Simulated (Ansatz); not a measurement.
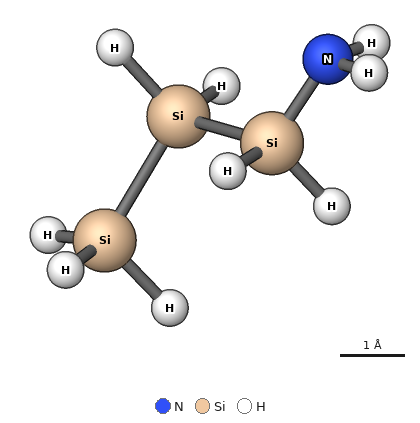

*The input geometry (ball-and-stick view, seen at a tilt).*

Bond lengths as drawn: H–N 1.03 to 1.07 Å, H–Si 1.40 to 1.54 Å, N–Si 1.65 Å and Si–Si 2.27 to 2.31 Å.

# Run report: Si3NH9, geometry relaxation

- system: Si3NH9
- method: RKS PBE-D4/def2-SVP (Ansatz 0.2.0)

The geometry: force-field start.

The program's output
```
Functional definition: PBE
  name "PBE"
  cite "Perdew, Burke & Ernzerhof, Phys. Rev. Lett. 77, 3865 (1996) doi:10.1103/PhysRevLett.77.3865"
  parent pbe
  parameter kappa = 0.804
  parameter beta = 0.06672455060314922
  exchange = pbe_x(kappa = kappa, mu = beta*pi^2/3)
  correlation = pbe_c(beta = beta)
1282 factors; their error is unknown
mean field evaluation 1: about -25238.0868 eV, gradient 6.0e1 eV
mean field evaluation 2: about -25191.2331 eV, gradient 1.3e2 eV
mean field evaluation 4: about -25245.7236 eV, gradient 7.5e0 eV
mean field evaluation 8: about -25245.9375 eV, gradient 2.5e-1 eV
mean field evaluation 16: about -25245.8293 eV, gradient 2.8e-4 eV
mean field -25245.82933264 eV, -927.7671157366 hartree, gradient 1.4e-5 eV, S^2 0.000000; 0 other end points of the search recorded, 0 dependent functions left out
the calculation of the forces begins
reference -25245.82937661 eV, -927.7671173527 hartree; 29, 29 occupied and 84, 84 virtual orbitals, 1282 factors
relax step   1: F+E_penalty+E_count = -25246.13254379 eV  Δ(F+E_penalty+E_count) = +0.000e0 eV  max|allowed force component| = 4.190e0 eV/Å  Δτ_max = 0.0000 Å  (27 SCF iters, accepted)
these checks for a lower state are left out or cut short: starts, cluster_reference, orbital_swaps, neighbouring_geometries, increment
1282 factors; their error is unknown
mean field -25246.44536462 eV, -927.7897544946 hartree, gradient 6.9e-6 eV, S^2 0.000000; 0 other end points of the search recorded, 0 dependent functions left out
the calculation of the forces begins
reference -25246.44540967 eV, -927.7897561502 hartree; 29, 29 occupied and 84, 84 virtual orbitals, 1282 factors
relax step   2: F+E_penalty+E_count = -25246.74058500 eV  Δ(F+E_penalty+E_count) = -6.080e-1 eV  max|allowed force component| = 1.685e0 eV/Å  Δτ_max = 0.1672 Å  (27 SCF iters, accepted)
these checks for a lower state are left out or cut short: starts, cluster_reference, orbital_swaps, neighbouring_geometries, increment
1282 factors; their error is unknown
mean field evaluation 32: about -25246.5273 eV, gradient 8.1e-4 eV
mean field -25246.52727472 eV, -927.7927646350 hartree, gradient 2.1e-5 eV, S^2 0.000000; 0 other end points of the search recorded, 0 dependent functions left out
the calculation of the forces begins
reference -25246.52732007 eV, -927.7927663019 hartree; 29, 29 occupied and 84, 84 virtual orbitals, 1282 factors
relax step   3: F+E_penalty+E_count = -25246.82087625 eV  Δ(F+E_penalty+E_count) = -8.029e-2 eV  max|allowed force component| = 8.844e-1 eV/Å  Δτ_max = 0.2000 Å  (31 SCF iters, accepted)
these checks for a lower state are left out or cut short: starts, cluster_reference, orbital_swaps, neighbouring_geometries, increment
1282 factors; their error is unknown
mean field -25246.56721599 eV, -927.7942324496 hartree, gradient 7.3e-6 eV, S^2 0.000000; 0 other end points of the search recorded, 0 dependent functions left out
the calculation of the forces begins
reference -25246.56726096 eV, -927.7942341024 hartree; 29, 29 occupied and 84, 84 virtual orbitals, 1282 factors
relax step   4: F+E_penalty+E_count = -25246.86171541 eV  Δ(F+E_penalty+E_count) = -4.084e-2 eV  max|allowed force component| = 7.246e-2 eV/Å  Δτ_max = 0.0708 Å  (27 SCF iters, accepted)
these checks for a lower state are left out or cut short: starts, cluster_reference, orbital_swaps, neighbouring_geometries, increment
1282 factors; their error is unknown
mean field -25246.56907596 eV, -927.7943008022 hartree, gradient 2.1e-5 eV, S^2 0.000000; 0 other end points of the search recorded, 0 dependent functions left out
the calculation of the forces begins
reference -25246.56912092 eV, -927.7943024546 hartree; 29, 29 occupied and 84, 84 virtual orbitals, 1282 factors
relax step   5: F+E_penalty+E_count = -25246.86370100 eV  Δ(F+E_penalty+E_count) = -1.986e-3 eV  max|allowed force component| = 8.450e-2 eV/Å  Δτ_max = 0.0537 Å  (26 SCF iters, accepted)
these checks for a lower state are left out or cut short: starts, cluster_reference, orbital_swaps, neighbouring_geometries, increment
1282 factors; their error is unknown
mean field -25246.57062118 eV, -927.7943575882 hartree, gradient 2.3e-5 eV, S^2 0.000000; 0 other end points of the search recorded, 0 dependent functions left out
the calculation of the forces begins
reference -25246.57066611 eV, -927.7943592395 hartree; 29, 29 occupied and 84, 84 virtual orbitals, 1282 factors
relax step   6: F+E_penalty+E_count = -25246.86470864 eV  Δ(F+E_penalty+E_count) = -1.008e-3 eV  max|allowed force component| = 9.431e-2 eV/Å  Δτ_max = 0.0741 Å  (26 SCF iters, accepted)
these checks for a lower state are left out or cut short: starts, cluster_reference, orbital_swaps, neighbouring_geometries, increment
1282 factors; their error is unknown
mean field -25246.57155638 eV, -927.7943919562 hartree, gradient 2.1e-5 eV, S^2 0.000000; 0 other end points of the search recorded, 0 dependent functions left out
the calculation of the forces begins
reference -25246.57160136 eV, -927.7943936091 hartree; 29, 29 occupied and 84, 84 virtual orbitals, 1282 factors
relax step   7: F+E_penalty+E_count = -25246.86573657 eV  Δ(F+E_penalty+E_count) = -1.028e-3 eV  max|allowed force component| = 1.036e-2 eV/Å  Δτ_max = 0.0176 Å  (27 SCF iters, accepted)
1282 factors; their error is unknown
mean field evaluation 64: about -25246.5716 eV, gradient 2.0e-5 eV
```

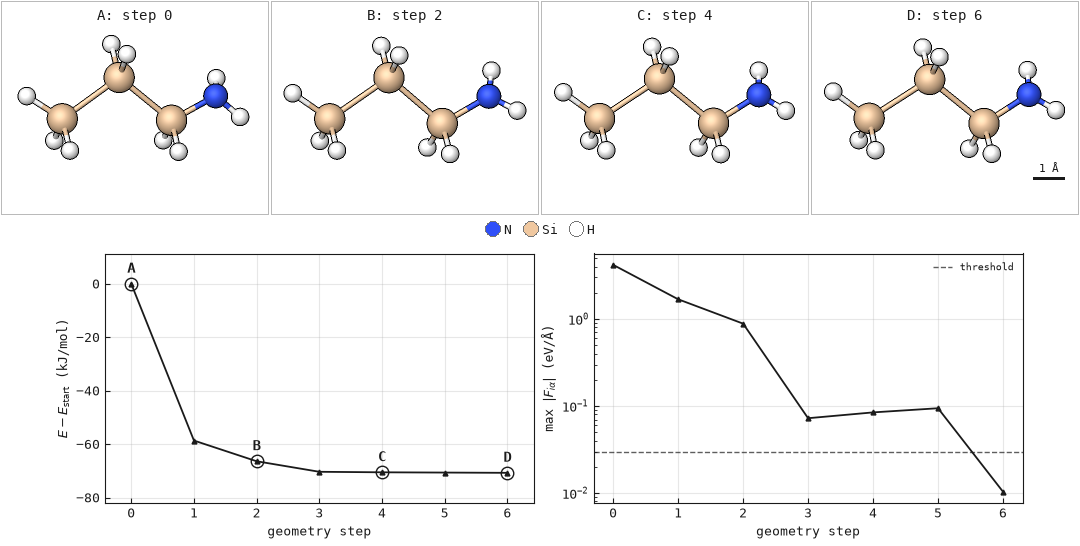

*Frames of the relaxation (ball-and-stick view, seen at a tilt) above the curves, on which the letters mark them (the first geometry is step 0 here and step 1 in the log).*

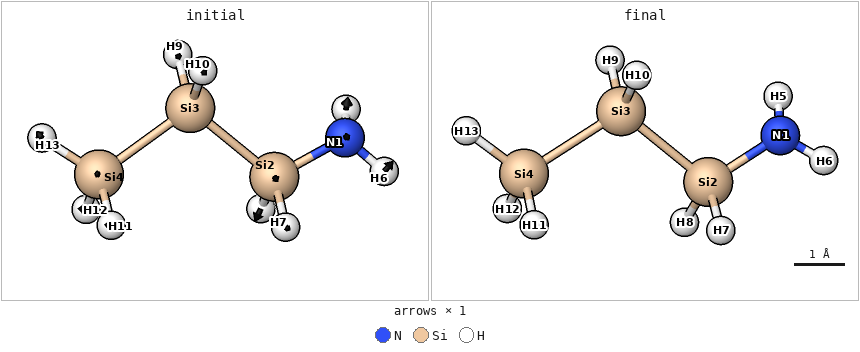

*Before (left) and after (right) the relaxation, at one scale (ball-and-stick view, seen at a tilt). The black arrows give the displacements, at true length.*

H8 moves most after the best rigid fit: 0.31 Å. Largest moves by element: H 0.31 Å, Si 0.14 Å, N 0.14 Å. Among the contacts that change: Si4–H13 1.396 → 1.506 Å, N1–Si2 1.649 → 1.752 Å, Si2–H8 1.432 → 1.519 Å, Si2–Si3 2.271 → 2.353 Å. Among the angles that change: N1–Si2–H8 106.2° → 117.2°, H5–N1–H6 100.0° → 109.5°, Si2–N1–H6 111.2° → 117.7°. Over 6 geometry steps the energy falls by 70.7 kJ/mol. The largest force component goes from 4.2 to 0.01 eV/Å. (Atoms are counted from 1 in the order of the input.)

```
mean field -25246.57155638 eV, -927.7943919562 hartree, gradient 2.0e-5 eV, S^2 0.000000; 1 other end points of the search recorded, 0 dependent functions left out
the calculation of the forces begins
reference -25246.57160136 eV, -927.7943936091 hartree; 29, 29 occupied and 84, 84 virtual orbitals, 1282 factors
Total energy: -25246.86578154 eV, -927.8052045314 hartree
Atom 0 at    -1.281389     2.392103    -0.698604 Å, force     0.008642    -0.007031    -0.002734 eV/Å
Atom 1 at    -0.883320     0.693994    -0.859593 Å, force    -0.002458    -0.004742    -0.002072 eV/Å
Atom 2 at     0.694601     0.108171     0.784721 Å, force     0.001958    -0.003725    -0.007246 eV/Å
Atom 3 at     1.211428    -2.179161     0.584365 Å, force     0.004051     0.002017     0.005927 eV/Å
Atom 4 at    -1.595416     2.716330     0.220047 Å, force    -0.007395     0.007775     0.010357 eV/Å
Atom 5 at    -1.862332     2.816945    -1.427900 Å, force     0.000252     0.000305    -0.000243 eV/Å
Atom 6 at    -0.281381     0.495291    -2.226128 Å, force    -0.001653     0.004082    -0.002254 eV/Å
Atom 7 at    -2.026708    -0.299426    -0.749520 Å, force    -0.000825     0.001335    -0.000873 eV/Å
Atom 8 at     0.132361     0.365794     2.162456 Å, force    -0.002484     0.001803    -0.002575 eV/Å
Atom 9 at     1.951195     0.928433     0.637790 Å, force     0.000642    -0.000088     0.001837 eV/Å
Atom 10 at     1.776505    -2.454474    -0.784446 Å, force     0.000220    -0.002799    -0.001021 eV/Å
Atom 11 at    -0.035825    -3.005643     0.757002 Å, force    -0.000346     0.000679     0.000582 eV/Å
Atom 12 at     2.220679    -2.613158     1.614510 Å, force    -0.000603     0.000390     0.000314 eV/Å
Dipole moment:    -0.267051     0.241789     0.008430 e Å
```

Trajectory as extended XYZ (Å, eV, eV/Å), 7 frames, from step=1 to step=7
```
13
Properties=species:S:1:pos:R:3:forces:R:3 step=1 energy=-25246.13254
N    -1.1887    2.2899   -0.7178   -2.2478   4.1902  -0.9769
Si   -0.7747    0.6949   -0.7658    0.9996  -1.8616  -0.6312
Si    0.7323    0.1299    0.8367    0.7269   0.3532   0.9876
Si    1.2190   -2.0986    0.5007   -2.4369   0.2351  -0.1299
H    -1.7769    2.5202    0.0925    0.2974   0.1491   0.3118
H    -1.8612    2.5403   -1.5124    1.1966  -0.2412   0.8330
H    -0.2264    0.4491   -2.1235    0.2382  -0.2877  -0.3178
H    -1.9925   -0.0391   -0.5950   -1.1241  -1.5187   0.1745
H     0.2111    0.3897    2.2566    0.0446  -0.1664  -0.3818
H     2.0305    0.9139    0.7405   -0.1812  -0.0118  -0.0963
H     1.6807   -2.3453   -0.8373    0.5603  -0.1822  -1.2054
H    -0.1022   -2.8691    0.6577    0.3320   0.2008  -0.0912
H     2.0694   -2.6106    1.4818    1.5945  -0.8588   1.5236
13
Properties=species:S:1:pos:R:3:forces:R:3 step=2 energy=-25246.74058
N    -1.2439    2.4099   -0.7392   -1.1283   1.6855  -0.1735
Si   -0.8394    0.7557   -0.7908    0.4317  -1.5124  -0.1419
Si    0.7380    0.1058    0.8088    0.0652   0.1844   0.3584
Si    1.2170   -2.1825    0.5731   -0.7912   0.2708  -0.3092
H    -1.7647    2.6861    0.1090    0.3118   0.0086  -0.0515
H    -1.8696    2.6953   -1.5234    0.5020  -0.0904   0.3004
H    -0.2287    0.4442   -2.1304   -0.0439   0.0506  -0.0802
H    -2.0040   -0.1745   -0.6017   -0.1871  -0.2621  -0.0348
H     0.1723    0.3029    2.2026    0.0787   0.0651  -0.0717
H     1.9867    0.9520    0.6661   -0.0492  -0.1108   0.0657
H     1.7413   -2.3649   -0.8034    0.1806  -0.1643  -0.3467
H    -0.0723   -2.9724    0.6978    0.1558   0.0808   0.0049
H     2.1876   -2.6923    1.5462    0.4740  -0.2058   0.4801
13
Properties=species:S:1:pos:R:3:forces:R:3 step=3 energy=-25246.82088
N    -1.3553    2.3507   -0.7124   -0.0520   0.1372  -0.1076
Si   -0.8901    0.6457   -0.8192   -0.2164   0.8844   0.2179
Si    0.7191    0.1175    0.8422   -0.1411  -0.0600  -0.2192
Si    1.2123   -2.1720    0.5549    0.1486  -0.0096   0.1286
H    -1.6602    2.8092    0.1595    0.1647  -0.3974  -0.2354
H    -1.7589    2.8617   -1.5156    0.2086  -0.4117   0.2694
H    -0.2967    0.4437   -2.1876    0.0145  -0.0216  -0.0044
H    -2.0343   -0.3312   -0.6764    0.0029  -0.1514   0.0045
H     0.1620    0.3521    2.2249    0.0008  -0.0103  -0.0078
H     1.9675    0.9492    0.6855   -0.0210  -0.0133  -0.0044
H     1.7767   -2.4160   -0.8241   -0.0373   0.0288   0.0473
H    -0.0426   -2.9900    0.7099   -0.0107   0.0083  -0.0141
H     2.2209   -2.6555    1.5730   -0.0616   0.0164  -0.0747
13
Properties=species:S:1:pos:R:3:forces:R:3 step=4 energy=-25246.86171
N    -1.2931    2.3846   -0.7110    0.0708  -0.0298   0.0153
Si   -0.9004    0.6863   -0.8161    0.0618  -0.0725  -0.0458
Si    0.6980    0.1103    0.8117    0.0004  -0.0015   0.0234
Si    1.2190   -2.1710    0.5702   -0.0097  -0.0116  -0.0178
H    -1.6456    2.7573    0.1731   -0.0434   0.0297  -0.0016
H    -1.7779    2.8082   -1.5054   -0.0625   0.0583   0.0123
H    -0.3025    0.4680   -2.1820   -0.0113  -0.0136  -0.0030
H    -2.0369   -0.3125   -0.6808   -0.0102   0.0268   0.0004
H     0.1477    0.3433    2.1974   -0.0064   0.0074   0.0170
H     1.9472    0.9406    0.6654    0.0066   0.0096  -0.0065
H     1.7752   -2.4117   -0.8085    0.0120  -0.0097  -0.0038
H    -0.0364   -2.9899    0.7169   -0.0010  -0.0126   0.0097
H     2.2261   -2.6484    1.5837   -0.0073   0.0195   0.0004
13
Properties=species:S:1:pos:R:3:forces:R:3 step=5 energy=-25246.86370
N    -1.2800    2.3842   -0.7055    0.0098   0.0628  -0.0165
Si   -0.8847    0.6857   -0.8407   -0.0387  -0.0205   0.0845
Si    0.6952    0.1120    0.8082   -0.0027  -0.0041  -0.0419
Si    1.2107   -2.1722    0.5684    0.0230  -0.0036   0.0318
H    -1.6245    2.7372    0.1914    0.0202  -0.0391   0.0161
H    -1.8143    2.8123   -1.4662   -0.0199   0.0097  -0.0385
H    -0.2942    0.4625   -2.2082    0.0065   0.0157   0.0020
H    -2.0325   -0.2994   -0.7022    0.0055  -0.0077  -0.0189
H     0.1404    0.3554    2.1925   -0.0047  -0.0050  -0.0279
H     1.9453    0.9421    0.6580    0.0040  -0.0128   0.0069
H     1.7774   -2.4306   -0.8035   -0.0069   0.0083   0.0028
H    -0.0366   -3.0012    0.7297   -0.0018   0.0058  -0.0030
H     2.2182   -2.6228    1.5927    0.0060  -0.0095   0.0025
13
Properties=species:S:1:pos:R:3:forces:R:3 step=6 energy=-25246.86471
N    -1.2764    2.3987   -0.7112    0.0404  -0.0841   0.0360
Si   -0.8836    0.6946   -0.8537   -0.0141   0.0294  -0.0943
Si    0.6933    0.1079    0.7905   -0.0037   0.0126   0.0079
Si    1.2132   -2.1780    0.5825   -0.0044  -0.0080  -0.0060
H    -1.5807    2.7180    0.2120   -0.0203   0.0466   0.0358
H    -1.8781    2.8147   -1.4285    0.0006  -0.0149  -0.0187
H    -0.2787    0.4799   -2.2181   -0.0072   0.0051   0.0163
H    -2.0330   -0.2926   -0.7448    0.0058   0.0064   0.0155
H     0.1287    0.3636    2.1676    0.0020  -0.0026   0.0004
H     1.9489    0.9302    0.6463   -0.0001   0.0001  -0.0002
H     1.7779   -2.4468   -0.7879    0.0005  -0.0001   0.0006
H    -0.0335   -3.0063    0.7504   -0.0015   0.0022   0.0016
H     2.2222   -2.6186    1.6096    0.0020   0.0074   0.0053
13
Properties=species:S:1:pos:R:3:forces:R:3 step=7 energy=-25246.86574
N    -1.2814    2.3921   -0.6986    0.0086  -0.0070  -0.0027
Si   -0.8833    0.6940   -0.8596   -0.0025  -0.0047  -0.0021
Si    0.6946    0.1082    0.7847    0.0020  -0.0037  -0.0072
Si    1.2114   -2.1792    0.5844    0.0041   0.0020   0.0059
H    -1.5954    2.7163    0.2200   -0.0074   0.0078   0.0104
H    -1.8623    2.8169   -1.4279    0.0003   0.0003  -0.0002
H    -0.2814    0.4953   -2.2261   -0.0017   0.0041  -0.0023
H    -2.0267   -0.2994   -0.7495   -0.0008   0.0013  -0.0009
H     0.1324    0.3658    2.1625   -0.0025   0.0018  -0.0026
H     1.9512    0.9284    0.6378    0.0006  -0.0001   0.0018
H     1.7765   -2.4545   -0.7844    0.0002  -0.0028  -0.0010
H    -0.0358   -3.0056    0.7570   -0.0003   0.0007   0.0006
H     2.2207   -2.6132    1.6145   -0.0006   0.0004   0.0003
```

This output came from the following input.

The input
```yaml
crystal:
  periodic: [false, false, false]
  atoms:
    - {symbol: N, position_ang: [-1.188700, 2.289900, -0.717800]}
    - {symbol: Si, position_ang: [-0.774700, 0.694900, -0.765800]}
    - {symbol: Si, position_ang: [0.732300, 0.129900, 0.836700]}
    - {symbol: Si, position_ang: [1.219000, -2.098600, 0.500700]}
    - {symbol: H, position_ang: [-1.776900, 2.520200, 0.092500]}
    - {symbol: H, position_ang: [-1.861200, 2.540300, -1.512400]}
    - {symbol: H, position_ang: [-0.226400, 0.449100, -2.123500]}
    - {symbol: H, position_ang: [-1.992500, -0.039100, -0.595000]}
    - {symbol: H, position_ang: [0.211100, 0.389700, 2.256600]}
    - {symbol: H, position_ang: [2.030500, 0.913900, 0.740500]}
    - {symbol: H, position_ang: [1.680700, -2.345300, -0.837300]}
    - {symbol: H, position_ang: [-0.102200, -2.869100, 0.657700]}
    - {symbol: H, position_ang: [2.069400, -2.610600, 1.481800]}
basis:
  gaussian: {orbitals: def2-SVP}
hamiltonian: {xc: pbe, dispersion: d4}
relax: {f_tol: 0.03, max_steps: 200}
```

Run as:
```bash
ansatz run in.yaml --threads 4 --pin off --events-out ev --progress --plain --max-ram 10444MiB
```

Key numbers

- outcome: converged
- total energy: −25246.8658 eV
- mean-field energy: −25246.5716 eV
- dispersion energy: −0.2942 eV
- SCF solution under orbital rotations: stable
- largest force (length of the vector) at the end: 0.015 eV/Å
- dipole moment: 1.73 D
- hardware: 4 threads of Arm Neoverse V2, 23 GiB of memory available, shared host
- wall time: 9.5 s (CPU time 33 s)
- peak memory: 0.15 GiB
